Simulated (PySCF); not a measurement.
**C2H3N3OSi: electronic excitations and core binding energies**

Wanted: the electronic excitations and core binding energies of C2H3N3OSi (`N#C[Si](N)(O)C#N`), by calculation.

The runs use PySCF 2.14.0, with density-fitted response routines of our own; the level of theory stands in each step. All values are computed, except where a source is named. Atoms are numbered from 0 throughout.

## 1. The starting structure

10 atoms, charge 0, multiplicity 1; geometry from: GFN2-xTB.

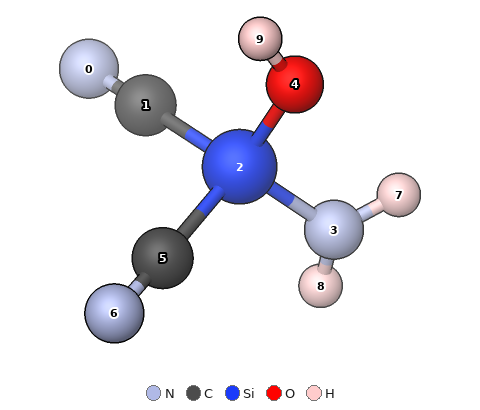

The starting geometry (nitrogen light blue, carbon dark grey, silicon blue, oxygen red, hydrogen pink), atoms numbered.

## 2. Ultraviolet spectrum: PBE0/def2-SVPD

The job: settings as JSON, then the geometry in Å.

```
{"job": {"kind": "uv", "xc": "PBE0", "basis": "def2-SVPD", "nstates": 8, "ntriplets": 3}, "charge": 0, "multiplicity": 1}
N      1.264150     0.065133     2.685751
C      0.782417     0.111167     1.648270
Si    -0.026363     0.156745    -0.047285
N     -1.346777    -0.893691    -0.284343
O     -0.611309     1.632070    -0.357580
C      1.359500    -0.360290    -1.194548
N      2.219265    -0.675661    -1.880076
H     -2.283749    -0.569580    -0.115603
H     -1.262598    -1.886702    -0.156579
H     -0.085653     2.425462    -0.320535
```

With the program's defaults for keys left out, this is: TDDFT PBE0/def2-SVPD, vertical, gas phase, core orbitals frozen in the response.

Launch:

```console
OMP_NUM_THREADS=1 python probes_run.py task.json out
```

One launch serves the whole session: the jobs run in the order shown.

Standard output:

```text
coarse grid: 9928 points
cycle   1  E = -606.0339459260  dE =  8.920e-01  |g| = 8.363e-01  |ddm| = 4.585e+00
cycle   2  E = -605.6530847038  dE =  3.809e-01  |g| = 1.582e+00  |ddm| = 2.612e+00
cycle   3  E = -606.1653995796  dE = -5.123e-01  |g| = 2.797e-01  |ddm| = 1.684e+00
cycle   4  E = -606.1803519717  dE = -1.495e-02  |g| = 9.709e-02  |ddm| = 2.991e-01
cycle   5  E = -606.1823537378  dE = -2.002e-03  |g| = 2.086e-02  |ddm| = 1.151e-01
cycle   6  E = -606.1824496785  dE = -9.594e-05  |g| = 5.357e-03  |ddm| = 2.773e-02
cycle   7  E = -606.1824555142  dE = -5.836e-06  |g| = 1.579e-03  |ddm| = 6.637e-03
final grid: 94648 points
cycle   8  E = -606.2576961373  dE = -1.066e-05  |g| = 9.452e-03  |ddm| = 4.308e-02
cycle   9  E = -606.2576673919  dE =  2.875e-05  |g| = 1.519e-02  |ddm| = 2.360e-02
cycle  10  E = -606.2577132986  dE = -4.591e-05  |g| = 2.481e-03  |ddm| = 1.462e-02
cycle  11  E = -606.2577146504  dE = -1.352e-06  |g| = 3.858e-04  |ddm| = 2.165e-03
cycle  12  E = -606.2577146814  dE = -3.108e-08  |g| = 1.044e-04  |ddm| = 5.652e-04
cycle  13  E = -606.2577146826  dE = -1.196e-09  |g| = 7.088e-05  |ddm| = 1.711e-04
cycle  14  E = -606.2577146837  dE = -1.044e-09  |g| = 2.008e-05  |ddm| = 7.636e-05
cycle  15  E = -606.2577146838  dE = -8.163e-11  |g| = 6.477e-06  |ddm| = 2.490e-05
converged SCF energy = -606.2577146838

Static polarisability (au): isotropic 63.423, principal 53.273 65.105 71.892

Singlet excitations
state   eV       nm        f      main configurations
  1   5.8165    213.2   0.01414   H->L 0.98
  2   6.2194    199.4   0.01977   H->L+1 0.98
  3   6.7626    183.3   0.00051   H-1->L 0.81
  4   7.0311    176.3   0.00023   H-4->L 0.46, H-3->L+1 0.09
  5   7.0855    175.0   0.00538   H-2->L 0.60, H-1->L+1 0.23
  6   7.2609    170.8   0.00289   H-2->L+1 0.64, H-5->L+1 0.11
  7   7.3389    168.9   0.00736   H-3->L 0.28, H-5->L 0.20, H-4->L 0.11
  8   7.3782    168.0   0.00665   H-5->L 0.36, H-3->L 0.27, H-4->L+1 0.10

Triplet excitations (Tamm-Dancoff, eV): 5.4894 5.7574 5.8470
```

Wall time 25 s (1 thread of Arm Neoverse V1, shared host); peak memory 0.65 GiB.

Frontier orbitals and where they lie:

```tsv
orbital	eV	atoms
HOMO−3	-10.57	N6 29 %, C5 22 %, N0 20 %
HOMO−2	-10.34	N0 25 %, O4 24 %, N6 18 %
HOMO−1	-10.29	N0 28 %, N6 27 %, C1 22 %
HOMO	-8.87	N3 68 %, Si2 8 %, H7 6 %
LUMO	-1.75	Si2 21 %, C5 16 %, C1 15 %
LUMO+1	-1.33	Si2 21 %, C1 19 %, N0 19 %
LUMO+2	-0.07	Si2 29 %, O4 18 %, H9 14 %
```

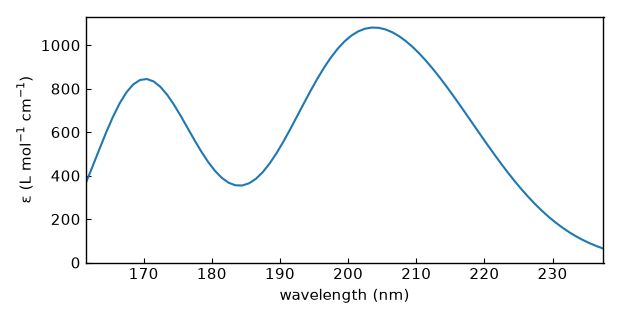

Absorption spectrum: each of the 8 states is a Gaussian band of 0.4 eV half-width at 1/e. Beyond the last state computed it falls off for lack of states.

Ground-state properties from the same run:

```tsv
property	computed
dipole moment (D)	3.92
polarisability (Å³)	9.40
HOMO–LUMO gap (eV)	7.12
−ε(HOMO) (eV)	8.87
```

## 3. Core-electron binding energies: SCAN, X2C

Same as in step 2 but for these lines:

```diff
@@ -1,2 +1,2 @@
-{"job": {"kind": "uv", "xc": "PBE0", "basis": "def2-SVPD", "nstates": 8, "ntriplets": 3}, "charge": 0, "multiplicity": 1}
+{"job": {"kind": "xps"}, "charge": 0, "multiplicity": 1}
 N      1.264150     0.065133     2.685751
```

Level: delta-SCF UKS SCAN, pcX-2 on the ionised atom, pcseg-1 elsewhere, spin-free X2C.

Standard output:

```text
ground state, core basis on atom 0 (N), 148 functions
  cycle   1  E = -607.41383609  |g| = 8.87e-01
  cycle   2  E = -606.84652556  |g| = 1.84e+00
  cycle   3  E = -607.52528670  |g| = 4.81e-01
  cycle   4  E = -607.57456183  |g| = 1.34e-01
  cycle   5  E = -607.57845131  |g| = 3.75e-02
  cycle   6  E = -607.57873583  |g| = 1.17e-02
  cycle   7  E = -607.57876548  |g| = 3.92e-03
  cycle   8  E = -607.57877108  |g| = 1.32e-03
  cycle   9  E = -607.57876860  |g| = 1.13e-03
  cycle  10  E = -607.57876949  |g| = 1.89e-04
  E(ground) = -607.62420808 Eh
hole in N 1s of atom 0
  cycle   1  E = -591.96606271  |g| = 1.84e+00
  cycle   2  E = -587.12733213  |g| = 2.88e+00
  cycle   3  E = -591.51342978  |g| = 1.44e+00
  cycle   4  E = -592.33556448  |g| = 8.63e-01
  cycle   5  E = -592.52884434  |g| = 5.28e-01
  cycle   6  E = -592.62359197  |g| = 3.12e-01
  cycle   7  E = -592.66923891  |g| = 4.63e-02
  cycle   8  E = -592.67011872  |g| = 2.89e-02
  cycle   9  E = -592.67050825  |g| = 1.36e-02
  cycle  10  E = -592.67063534  |g| = 5.89e-03
  cycle  11  E = -592.67068041  |g| = 4.89e-03
  cycle  12  E = -592.67069872  |g| = 1.97e-03
  cycle  13  E = -592.67070282  |g| = 7.45e-04
  cycle  14  E = -592.67070398  |g| = 1.81e-04
  E(ion) = -592.71609098 Eh   <S^2> = 0.8211   hole on atom = 1.000   binding energy = 405.671 eV
ground state, core basis on atom 1 (C), 148 functions
  cycle   1  E = -607.56903274  |g| = 5.91e-02
  cycle   2  E = -607.56839270  |g| = 5.72e-02
  cycle   3  E = -607.56819152  |g| = 6.39e-02
  cycle   4  E = -607.56911900  |g| = 7.18e-03
  cycle   5  E = -607.56912883  |g| = 3.48e-03
  cycle   6  E = -607.56913261  |g| = 3.43e-04
  E(ground) = -607.61785000 Eh
hole in C 1s of atom 1
  cycle   1  E = -596.28668339  |g| = 1.50e+00
  cycle   2  E = -590.38215065  |g| = 2.85e+00
  cycle   3  E = -591.83706291  |g| = 2.13e+00
  cycle   4  E = -596.58098493  |g| = 7.59e-01
  cycle   5  E = -596.67595138  |g| = 6.00e-01
  cycle   6  E = -596.70934494  |g| = 4.52e-01
  cycle   7  E = -596.83259819  |g| = 7.22e-02
  cycle   8  E = -596.83490996  |g| = 3.48e-02
  cycle   9  E = -596.83548253  |g| = 1.63e-02
  cycle  10  E = -596.83564178  |g| = 7.11e-03
  cycle  11  E = -596.83569958  |g| = 5.14e-03
  cycle  12  E = -596.83574640  |g| = 2.83e-03
  cycle  13  E = -596.83576628  |g| = 9.21e-04
  cycle  14  E = -596.83576778  |g| = 4.96e-04
  E(ion) = -596.88261293 Eh   <S^2> = 0.8162   hole on atom = 1.000   binding energy = 292.121 eV
ground state, core basis on atom 2 (Si), 159 functions
  cycle   1  E = -607.67528648  |g| = 2.94e-01
  cycle   2  E = -607.67237212  |g| = 1.32e-01
  cycle   3  E = -607.65664371  |g| = 2.89e-01
  cycle   4  E = -607.67593227  |g| = 3.05e-02
  cycle   5  E = -607.67608388  |g| = 8.60e-03
  cycle   6  E = -607.67609922  |g| = 3.02e-03
  cycle   7  E = -607.67609968  |g| = 7.80e-04
  cycle   8  E = -607.67610039  |g| = 2.36e-04
  E(ground) = -607.68116448 Eh
hole in Si 1s of atom 2
  cycle   1  E = -538.64812406  |g| = 4.35e+00
  cycle   2  E = -537.81913618  |g| = 2.61e+00
  cycle   3  E = -537.30100973  |g| = 2.13e+00
  cycle   4  E = -539.38552544  |g| = 8.20e-01
  cycle   5  E = -539.65186475  |g| = 2.84e-01
  cycle   6  E = -539.68602961  |g| = 9.71e-02
  cycle   7  E = -539.68943430  |g| = 4.49e-02
  cycle   8  E = -539.69005711  |g| = 2.53e-02
  cycle   9  E = -539.69032433  |g| = 8.50e-03
  cycle  10  E = -539.69035550  |g| = 2.43e-03
  cycle  11  E = -539.69035854  |g| = 8.78e-04
  cycle  12  E = -539.69035927  |g| = 2.35e-04
  E(ion) = -539.70380059 Eh   <S^2> = 0.7520   hole on atom = 1.000   binding energy = 1849.758 eV
hole in Si 2p of atom 2
  cycle   1  E = -603.31457145  |g| = 1.25e+00
  cycle   2  E = -602.51867298  |g| = 1.64e+00
  cycle   3  E = -603.03579385  |g| = 1.12e+00
  cycle   4  E = -603.60087592  |g| = 2.57e-01
  cycle   5  E = -603.62648416  |g| = 8.88e-02
  cycle   6  E = -603.62961868  |g| = 3.56e-02
  cycle   7  E = -603.63015213  |g| = 1.19e-02
  cycle   8  E = -603.63019544  |g| = 6.89e-03
  cycle   9  E = -603.63021183  |g| = 3.15e-03
  cycle  10  E = -603.63021681  |g| = 6.61e-04
  cycle  11  E = -603.63021701  |g| = 3.65e-04
  E(ion) = -603.64587569 Eh   <S^2> = 0.7512   hole on atom = 1.003   binding energy = 109.806 eV
  2p3/2 = 109.566 eV   2p1/2 = 110.192 eV
ground state, core basis on atom 3 (N), 148 functions
  cycle   1  E = -607.57988480  |g| = 7.83e-02
  cycle   2  E = -607.57970831  |g| = 4.21e-02
  cycle   3  E = -607.57963381  |g| = 4.60e-02
  cycle   4  E = -607.57999623  |g| = 1.87e-02
  cycle   5  E = -607.58007575  |g| = 3.15e-03
  cycle   6  E = -607.58007566  |g| = 3.90e-04
  E(ground) = -607.62444630 Eh
hole in N 1s of atom 3
  cycle   1  E = -591.96880204  |g| = 1.86e+00
  cycle   2  E = -591.45257248  |g| = 1.98e+00
  cycle   3  E = -592.51250036  |g| = 5.94e-01
  cycle   4  E = -592.36540178  |g| = 7.86e-01
  cycle   5  E = -592.66266677  |g| = 6.27e-02
  cycle   6  E = -592.66421279  |g| = 3.09e-02
  cycle   7  E = -592.66455196  |g| = 1.27e-02
  cycle   8  E = -592.66459723  |g| = 7.32e-03
  cycle   9  E = -592.66461661  |g| = 4.29e-03
  cycle  10  E = -592.66462333  |g| = 7.57e-04
  cycle  11  E = -592.66462538  |g| = 1.83e-04
  E(ion) = -592.70842162 Eh   <S^2> = 0.7633   hole on atom = 1.000   binding energy = 405.886 eV
ground state, core basis on atom 4 (O), 148 functions
  cycle   1  E = -607.59742973  |g| = 1.01e-01
  cycle   2  E = -607.59657765  |g| = 8.35e-02
  cycle   3  E = -607.59711763  |g| = 6.07e-02
  cycle   4  E = -607.59761790  |g| = 2.87e-02
  cycle   5  E = -607.59780442  |g| = 2.39e-03
  cycle   6  E = -607.59780374  |g| = 3.40e-04
  E(ground) = -607.64158104 Eh
hole in O 1s of atom 4
  cycle   1  E = -586.94462133  |g| = 2.22e+00
  cycle   2  E = -585.63392681  |g| = 2.44e+00
  cycle   3  E = -587.28885280  |g| = 1.00e+00
  cycle   4  E = -587.31974410  |g| = 9.58e-01
  cycle   5  E = -587.72501250  |g| = 2.39e-01
  cycle   6  E = -587.74810917  |g| = 1.05e-01
  cycle   7  E = -587.75243853  |g| = 3.90e-02
  cycle   8  E = -587.75287224  |g| = 2.56e-02
  cycle   9  E = -587.75317192  |g| = 4.94e-03
  cycle  10  E = -587.75318576  |g| = 1.51e-03
  cycle  11  E = -587.75318903  |g| = 5.02e-04
  cycle  12  E = -587.75318774  |g| = 1.81e-04
  E(ion) = -587.79827602 Eh   <S^2> = 0.7612   hole on atom = 1.000   binding energy = 539.964 eV
```

Run time: 53 s. Hardware: 1 thread of Arm Neoverse V1, shared host; peak memory 0.45 GiB.

The holes in one table. −ε is the ground-state orbital energy:

```tsv
hole	stands for	environment	ΔSCF (eV; 2p as the shell's mean)	−ε (eV)	⟨S²⟩
N1s on N0	N0, N6	nitrile nitrogen	405.67	386.7	0.821
C1s on C1	C1, C5	nitrile carbon	292.12	274.6	0.816
Si1s on Si2	Si2	silicon bonded to 2 C, N, O	1849.76	1796.2	0.752
Si2p on Si2	Si2	silicon bonded to 2 C, N, O	109.77	98.8	0.751
N1s on N3	N3	nitrogen bonded to Si, 2 H	405.89	386.7	0.763
O1s on O4	O4	oxygen bonded to Si, H	539.96	518.0	0.761
```

Each hole run stands for the others of its class of like atoms.

With the spin-orbit splitting: Si2 2p3/2 109.57, 2p1/2 110.19 eV. The table gives each 2p level as the mean over the whole 2p shell (two parts 2p3/2, one part 2p1/2), which differs a little from the single hole in the log.

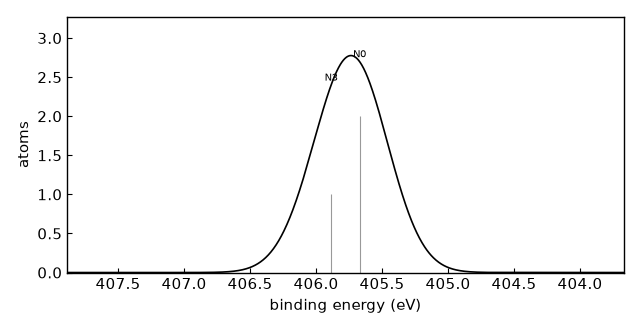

The N1s photoelectron lines, weighted by the number of atoms. Lines are broadened to a width of 0.60 eV (Gaussian).

## 4. Summary of results

| quantity | value |
| --- | --- |
| lowest singlet (PBE0/def2-SVPD) | 5.82 eV (213 nm), f = 0.014 |
| brightest single state of those computed | state 2, 6.22 eV, f = 0.020 |
| lowest triplet | 5.49 eV |
| N1s binding energies, SCAN/pcX-2 | N3 405.89, N0 405.67 eV |
| C1s binding energies, SCAN/pcX-2 | C1 292.12 eV |
| Si1s binding energies, SCAN/pcX-2 | Si2 1849.76 eV |
| Si2p binding energies, SCAN/pcX-2 | Si2 109.77 eV |
| O1s binding energies, SCAN/pcX-2 | O4 539.96 eV |

The lowest singlet, at 5.82 eV, is HOMO→LUMO 0.98 and is weak; of the 8 states computed, the strongest absorption comes from state 2 at 6.22 eV. The lowest triplet lies 0.33 eV below the lowest singlet (triplets in Tamm-Dancoff, singlets in full TDDFT). N3 (nitrogen bonded to Si, 2 H) binds its N1s electron 0.22 eV more tightly than N0 (nitrile nitrogen).
